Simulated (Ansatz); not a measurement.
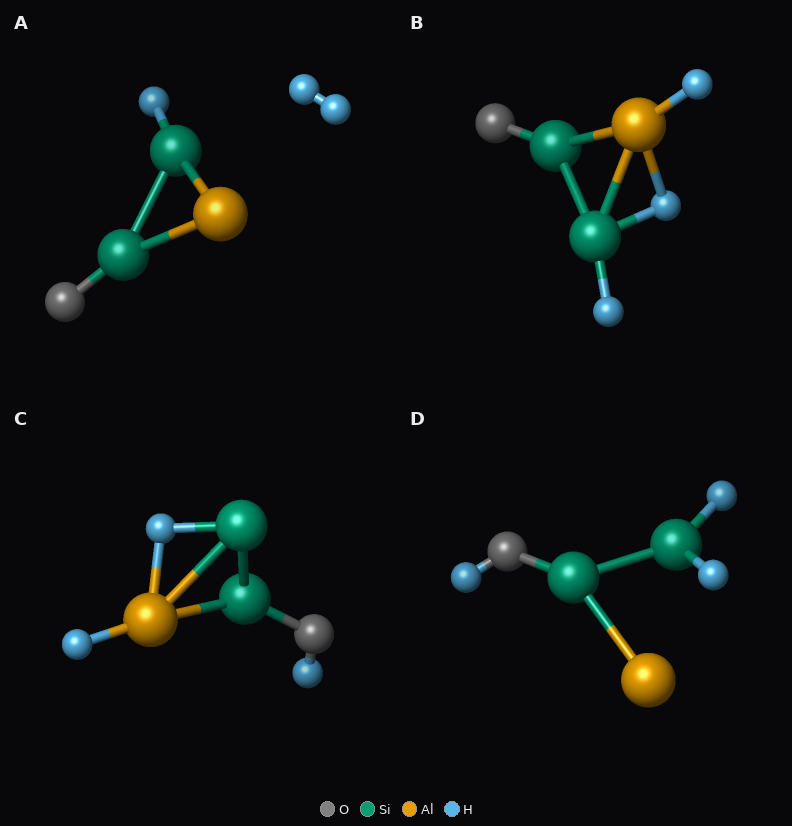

4 stationary structures of one formula. Geometries: PBE0-D4/def2-TZVP. Electronic energies: r2SCAN-D4/def2-TZVPP (Ansatz 0.2.0), without zero-point energy. No frequency run is at hand to confirm each as a minimum. Each is one conformer, not always the lowest.

**Rank them by energy, lowest first.**

C is lowest (C1); B lies 0.223 eV above it (C1), D lies 0.358 eV above it (C1), A lies 1.286 eV above it (C1).
